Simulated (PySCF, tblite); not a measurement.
# C₈H₈O: vibronic structure

Wanted: vibronic structure for C₈H₈O (`OC1=C/C=C\C=C/C=C\1`).

Programs: tblite 0.8.0 and PySCF 2.14.0, with routines of our own; each step states its level. All values are computed. Atoms count from 0.

### Step 1. The starting structure

17 atoms, charge 0, multiplicity 1; geometry from: force field or distance geometry start.

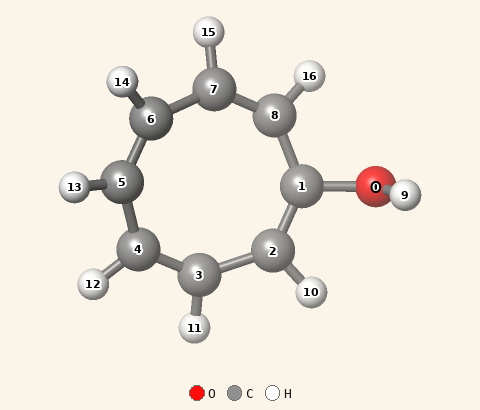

The starting geometry (oxygen red, carbon grey, hydrogen white).

### Step 2. Optimising the geometry with GFN2-xTB

The job: settings as JSON, then the geometry in Å.

```
{"job": {"kind": "relax", "xc": "GFN2-xTB", "basis": "xTB"}, "charge": 0, "multiplicity": 1}
O      2.717600     1.194800    -0.015000
C      1.463900     0.594600    -0.192600
C      1.481700    -0.737100    -0.083500
C      0.427200    -1.756900    -0.200100
C     -0.900800    -1.794400    -0.011300
C     -1.844100    -0.741700     0.356700
C     -1.858800     0.583800     0.280600
C     -0.883900     1.557700    -0.233200
C      0.436600     1.575900    -0.430800
H      3.089000     1.355500     0.933800
H      2.464400    -1.135800     0.110800
H      0.854900    -2.726600    -0.477000
H     -1.353600    -2.771800    -0.181900
H     -2.735700    -1.180300     0.811700
H     -2.770200     1.016900     0.689200
H     -1.404600     2.472600    -0.519300
H      0.809500     2.504900    -0.848100
```

Run with:

```bash
$ OMP_NUM_THREADS=1 python excited_run.py task.json out
```

This one command runs all jobs of the session in turn.

Log:

```text
step      E/eV     max force
  0    -684.15049    2.525
  1    -684.31244    1.038
  2    -684.36383    1.017
  3    -684.40271    0.534
  4    -684.42087    0.380
  5    -684.43057    0.343
  6    -684.44008    0.305
  7    -684.44777    0.244
  8    -684.45475    0.220
  9    -684.46138    0.265
 10    -684.47024    0.272
 11    -684.48391    0.503
 12    -684.50238    0.714
 13    -684.53263    0.724
 14    -684.57776    0.569
 15    -684.62029    0.737
 16    -684.61616    1.956
 17    -684.66262    1.577
 18    -684.72038    0.452
 19    -684.74744    0.315
 20    -684.78296    0.911
 21    -684.79831    0.251
 22    -684.81422    0.240
 23    -684.83945    0.182
 24    -684.84677    0.232
 25    -684.85148    0.227
 26    -684.85946    0.240
 27    -684.86561    0.206
 28    -684.87173    0.207
 29    -684.87762    0.201
 30    -684.88525    0.235
 31    -684.89316    0.236
 32    -684.90057    0.196
 33    -684.90695    0.210
 34    -684.91280    0.196
 35    -684.91829    0.209
 36    -684.92301    0.136
 37    -684.92619    0.134
 38    -684.92871    0.165
 39    -684.93127    0.187
 40    -684.93405    0.193
 41    -684.93648    0.148
 42    -684.93835    0.108
 43    -684.94010    0.122
 44    -684.94229    0.144
 45    -684.94494    0.187
 46    -684.94773    0.191
 47    -684.95044    0.149
 48    -684.95303    0.103
 49    -684.95538    0.108
 50    -684.95741    0.118
 51    -684.95924    0.114
 52    -684.96115    0.131
 53    -684.96290    0.102
 54    -684.96410    0.068
 55    -684.96485    0.078
 56    -684.96552    0.088
 57    -684.96627    0.096
 58    -684.96705    0.066
 59    -684.96769    0.062
 60    -684.96818    0.051
 61    -684.96859    0.045
 62    -684.96893    0.042
 63    -684.96918    0.035
 64    -684.96937    0.030
 65    -684.96954    0.030
 66    -684.96967    0.029
 67    -684.96976    0.026
 68    -684.96982    0.022
 69    -684.96989    0.019
 70    -684.96996    0.021
 71    -684.97004    0.026
 72    -684.97012    0.022
 73    -684.97019    0.020
 74    -684.97025    0.019
 75    -684.97030    0.016
 76    -684.97035    0.013
 77    -684.97038    0.012
 78    -684.97039    0.007
```

Wall time 0.53 s (1 thread of Arm Neoverse V1, shared host); peak memory 0.18 GiB.

Step by step: (not every step is listed)

| step | energy from step 0 (eV) | largest force (eV/Å) |
| --- | --- | --- |
| 0 | 0.0000 | 2.5246 |
| 1 | -0.1620 | 1.0375 |
| 2 | -0.2133 | 1.0174 |
| 3 | -0.2522 | 0.5337 |
| 4 | -0.2704 | 0.3803 |
| 5 | -0.2801 | 0.3433 |
| 6 | -0.2896 | 0.3052 |
| 7 | -0.2973 | 0.2439 |
| 8 | -0.3043 | 0.2200 |
| 14 | -0.4273 | 0.5686 |
| 20 | -0.6325 | 0.9106 |
| 26 | -0.7090 | 0.2398 |
| 32 | -0.7501 | 0.1956 |
| 38 | -0.7782 | 0.1646 |
| 44 | -0.7918 | 0.1439 |
| 50 | -0.8069 | 0.1177 |
| 56 | -0.8150 | 0.0882 |
| 62 | -0.8184 | 0.0418 |
| 68 | -0.8193 | 0.0216 |
| 73 | -0.8197 | 0.0197 |
| 74 | -0.8198 | 0.0190 |
| 75 | -0.8198 | 0.0158 |
| 76 | -0.8199 | 0.0127 |
| 77 | -0.8199 | 0.0119 |
| 78 | -0.8199 | 0.0070 |

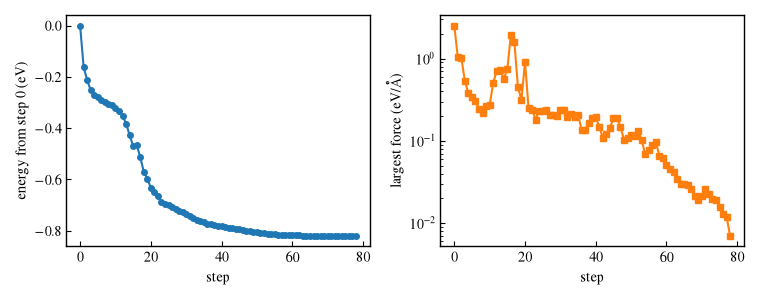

Energy and force, step by step.

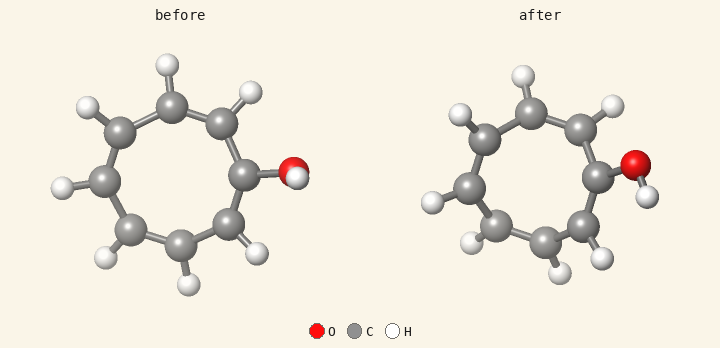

The geometry before (left) and after (right).

Close pairs (by a distance rule), those that changed most:

| bond | before (Å) | after (Å) | change (Å) |
| --- | --- | --- | --- |
| O0–H9 | 1.031 | 0.965 | -0.067 |
| C1–C8 | 1.440 | 1.474 | +0.034 |
| O0–C1 | 1.401 | 1.368 | -0.033 |
| C3–C4 | 1.342 | 1.329 | -0.013 |
| C3–H11 | 1.095 | 1.085 | -0.010 |
| C7–C8 | 1.335 | 1.326 | -0.010 |
| C2–C3 | 1.472 | 1.462 | -0.010 |
| C2–H10 | 1.078 | 1.087 | +0.008 |

The final coordinates are the input of the step that follows.

### Step 3. Infrared spectrum with GFN2-xTB

The job: settings as JSON, then the geometry in Å.

```
{"job": {"kind": "ir", "xc": "GFN2-xTB", "basis": "xTB"}, "charge": 0, "multiplicity": 1}
O      2.326439     1.449762     0.571119
C      1.353462     0.640802     0.051807
C      1.392479    -0.688128     0.150439
C      0.432458    -1.619425    -0.439697
C     -0.882704    -1.624623    -0.248519
C     -1.635395    -0.706884     0.608795
C     -1.658620     0.616998     0.511802
C     -0.950518     1.413651    -0.492761
C      0.357702     1.419313    -0.706605
H      2.978814     0.917338     1.042201
H      2.237621    -1.153803     0.649932
H      0.881487    -2.412703    -1.028103
H     -1.477970    -2.414214    -0.693518
H     -2.267018    -1.196365     1.342528
H     -2.305192     1.190402     1.166505
H     -1.582749     2.082771    -1.065965
H      0.792705     2.097140    -1.429870
```

Log:

```text
mode    cm-1     km/mol
  1     106.4      0.23
  2     178.7      0.22
  3     199.4      1.31
  4     237.3      2.41
  5     272.7      0.08
  6     321.3      4.99
  7     400.0     19.90
  8     453.4     70.63
  9     491.9     76.63
 10     556.1      5.23
 11     625.4      1.89
 12     641.0      2.96
 13     729.8     29.28
 14     761.0     20.32
 15     804.7      8.10
 16     811.3      8.87
 17     836.1      7.78
 18     892.5      0.48
 19     900.0      0.33
 20     913.2      0.78
 21     918.6      1.44
 22     967.2      0.62
 23    1001.5      6.69
 24    1067.0     30.82
 25    1153.0    236.32
 26    1193.1     65.20
 27    1201.2      0.10
 28    1211.0      2.26
 29    1228.5     46.66
 30    1299.7     13.15
 31    1342.9     12.10
 32    1355.7      1.38
 33    1391.1      2.96
 34    1694.5      3.93
 35    1700.1      1.33
 36    1703.1    120.37
 37    1728.0     33.19
 38    3002.0     60.14
 39    3014.6     30.43
 40    3017.2     16.06
 41    3024.3     31.74
 42    3030.4    110.66
 43    3034.8     61.19
 44    3053.3     39.44
 45    3515.4      7.61
```

Run time: 0.58 s. Hardware: 1 thread of Arm Neoverse V1, shared host; peak memory 0.18 GiB.

Which atoms move in the most intense modes:

| cm⁻¹ | km/mol | atoms |
| --- | --- | --- |
| 453 | 70.6 | H9 46 %, C1 11 % |
| 492 | 76.6 | H9 36 %, C1 22 %, O0 13 % |
| 1153 | 236.3 | H9 44 %, O0 19 %, H10 14 % |
| 1193 | 65.2 | C1 29 %, H10 23 %, H12 11 %, H9 11 % |
| 1703 | 120.4 | C1 35 %, C2 30 %, C7 13 %, C8 11 % |
| 3002 | 60.1 | H10 89 % |
| 3030 | 110.7 | H12 49 %, H14 21 %, H11 17 % |
| 3035 | 61.2 | H14 44 %, H13 21 %, H12 19 % |

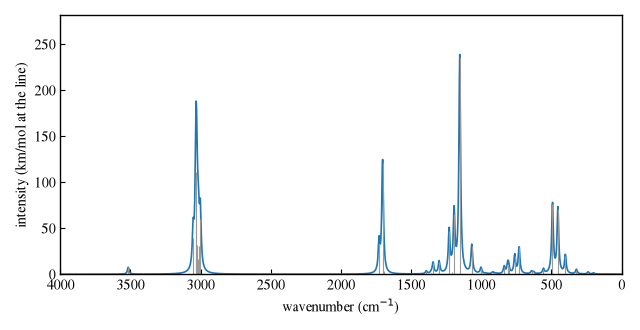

The infrared spectrum from these modes, unscaled. Lines are broadened to a width of 14 cm⁻¹ (Lorentzian).

### Step 4. Vibronic structure: TDDFT PBE/cc-pVDZ

The job, as its differences from that of step 3:

```diff
@@ -1,2 +1,2 @@
-{"job": {"kind": "ir", "xc": "GFN2-xTB", "basis": "xTB"}, "charge": 0, "multiplicity": 1}
+{"job": {"kind": "vib", "xc": "PBE", "basis": "cc-pVDZ", "tda": false}, "charge": 0, "multiplicity": 1}
 O      2.326439     1.449762     0.571119
```

With the program's defaults for keys left out, this is: TDDFT PBE/cc-pVDZ vertical-gradient vibronic structure (displaced harmonic oscillators, Condon), gas phase.

Log:

```text
final grid: 66400 points
cycle   1  E = -384.1997650113  dE =  1.351e+00  |g| = 7.789e-01  |ddm| = 8.724e+00
cycle   2  E = -384.0005398167  dE =  1.992e-01  |g| = 1.258e+00  |ddm| = 3.364e+00
cycle   3  E = -384.3318195969  dE = -3.313e-01  |g| = 2.177e-01  |ddm| = 1.980e+00
cycle   4  E = -384.3411021043  dE = -9.283e-03  |g| = 8.893e-02  |ddm| = 4.234e-01
cycle   5  E = -384.3426751504  dE = -1.573e-03  |g| = 4.241e-02  |ddm| = 1.762e-01
cycle   6  E = -384.3431494245  dE = -4.743e-04  |g| = 1.224e-02  |ddm| = 7.743e-02
cycle   7  E = -384.3431859044  dE = -3.648e-05  |g| = 4.658e-03  |ddm| = 2.161e-02
cycle   8  E = -384.3431913640  dE = -5.460e-06  |g| = 1.375e-03  |ddm| = 7.891e-03
cycle   9  E = -384.3431917625  dE = -3.985e-07  |g| = 6.429e-04  |ddm| = 2.532e-03
cycle  10  E = -384.3431918726  dE = -1.101e-07  |g| = 1.049e-04  |ddm| = 1.071e-03
cycle  11  E = -384.3431918732  dE = -5.653e-10  |g| = 9.450e-05  |ddm| = 2.710e-04
cycle  12  E = -384.3431918752  dE = -2.044e-09  |g| = 3.993e-05  |ddm| = 1.661e-04
cycle  13  E = -384.3431918756  dE = -3.693e-10  |g| = 1.432e-05  |ddm| = 6.907e-05
converged SCF energy = -384.3431918756

Singlet excitations (eV, f): 3.244 (0.0038)  4.479 (0.0108)  4.672 (0.0086)  5.314 (0.0636)  5.531 (0.0758)  5.632 (0.0009)

State S1  3.2436 eV  f = 0.00384  H->L 0.98
  relaxed dipole 3.573 D, largest gradient of the excitation energy 0.0808 Eh/bohr
  mode    cm-1        S   lambda/meV  Raman
    1    106.4   76.8958    1014.4   0.199
    2    178.7   26.3765     584.3   0.193
   37   1728.0    1.4622     313.3   1.000
    3    199.4    4.1328     102.2   0.038
   15    804.7    0.6317      63.0   0.094
    6    321.3    1.3634      54.3   0.032
   13    729.8    0.3555      32.2   0.043
    7    400.0    0.5500      27.3   0.020
    8    453.4    0.4805      27.0   0.023
   16    811.3    0.2153      21.7   0.032
    5    272.7    0.5673      19.2   0.010
    4    237.3    0.5832      17.2   0.008
  reorganisation energy 2.3435 eV, total S 114.274, 0-0 0.9001 eV

State S4  5.3144 eV  f = 0.06361  H-2->L 0.27, H->L+2 0.17, H-1->L+1 0.16
  relaxed dipole 3.538 D, largest gradient of the excitation energy 0.0500 Eh/bohr
  mode    cm-1        S   lambda/meV  Raman
   37   1728.0    0.6155     131.9   1.000
    1    106.4    2.3395      30.9   0.014
    3    199.4    1.0225      25.3   0.022
    2    178.7    1.0229      22.7   0.018
    6    321.3    0.4863      19.4   0.027
    7    400.0    0.3488      17.3   0.030
    5    272.7    0.4938      16.7   0.020
   31   1342.9    0.0861      14.3   0.084
   15    804.7    0.1259      12.6   0.044
   14    761.0    0.1312      12.4   0.041
   17    836.1    0.0998      10.3   0.038
   45   3515.4    0.0231      10.1   0.156
  reorganisation energy 0.3798 eV, total S 7.456, 0-0 4.9346 eV
  absorption maximum 5.241 eV, width 0.518 eV

State S5  5.5314 eV  f = 0.07581  H->L+3 0.34, H-1->L+1 0.18, H->L+2 0.13
  relaxed dipole 1.032 D, largest gradient of the excitation energy 0.0397 Eh/bohr
  mode    cm-1        S   lambda/meV  Raman
   37   1728.0    0.4038      86.5   1.000
   45   3515.4    0.0893      38.9   0.915
    1    106.4    2.0729      27.3   0.019
    7    400.0    0.3947      19.6   0.052
   32   1355.7    0.0629      10.6   0.096
   16    811.3    0.0908       9.1   0.050
   22    967.2    0.0665       8.0   0.052
   23   1001.5    0.0553       6.9   0.046
   25   1153.0    0.0434       6.2   0.048
   31   1342.9    0.0272       4.5   0.041
   34   1694.5    0.0214       4.5   0.051
    5    272.7    0.1300       4.4   0.008
  reorganisation energy 0.2521 eV, total S 3.821, 0-0 5.2793 eV
  absorption maximum 5.335 eV, width 0.340 eV

State T1  2.7353 eV  f = 0.00000  H->L 0.97
  relaxed dipole 2.458 D, largest gradient of the excitation energy 0.0843 Eh/bohr
  mode    cm-1        S   lambda/meV  Raman
    1    106.4  109.7081    1447.2   0.276
    2    178.7   32.3709     717.1   0.230
   37   1728.0    1.5074     322.9   1.000
    3    199.4    2.8092      69.4   0.025
   15    804.7    0.6890      68.7   0.099
   13    729.8    0.4231      38.3   0.050
   16    811.3    0.3186      32.0   0.047
    4    237.3    0.6504      19.1   0.008
   17    836.1    0.1280      13.3   0.020
    5    272.7    0.3866      13.1   0.006
    8    453.4    0.2200      12.4   0.010
   12    641.0    0.1351      10.7   0.012
  reorganisation energy 2.8190 eV, total S 149.826, 0-0 -0.0837 eV
```

Run time: 52 s. Hardware: 1 thread of Arm Neoverse V1, shared host; peak memory 0.75 GiB.

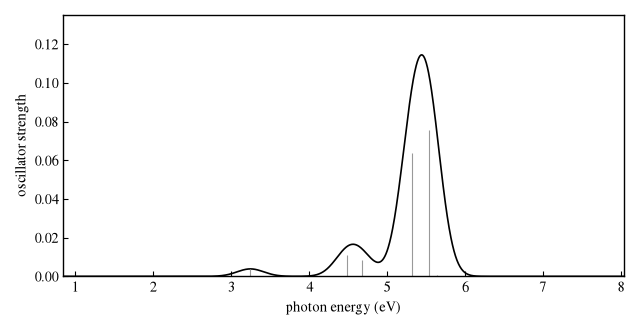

Absorption lines of the singlets. Lines are broadened to a width of 0.40 eV (Gaussian).

### Step 5. Summary of results

```
                                                                                   quantity                       value
                                                  strongest single infrared mode (GFN2-xTB)       1153 cm⁻¹, 236 km/mol
                                                               zero-point energy (GFN2-xTB)               82.9 kcal/mol
S1: vertical, reorganisation, 0-0, total S (step 4, TDDFT PBE/cc-pVDZ, modes from GFN2-xTB)  3.24, 2.34, 0.90 eV; 114.3
S4: vertical, reorganisation, 0-0, total S (step 4, TDDFT PBE/cc-pVDZ, modes from GFN2-xTB)    5.31, 0.38, 4.93 eV; 7.5
S5: vertical, reorganisation, 0-0, total S (step 4, TDDFT PBE/cc-pVDZ, modes from GFN2-xTB)    5.53, 0.25, 5.28 eV; 3.8
```

In words: All 45 modes are real, so the xTB geometry is a minimum. The strongest single mode, at 1153 cm⁻¹, is spread over several atoms, H9, O0, H10 among them. Unscaled tight-binding wavenumbers are off by several per cent, some by more. Its intensities can rank the bands wrongly. In step 4 the harmonic model is doubtful. Where the total S runs above about 15, the geometry moves far on excitation and the harmonic model is stretched, so its 0-0 value is in doubt. The vibronic model keeps the ground-state modes (from xTB) and shifts them along the gradient alone, so it can miss much of the relaxation that a full optimisation finds.
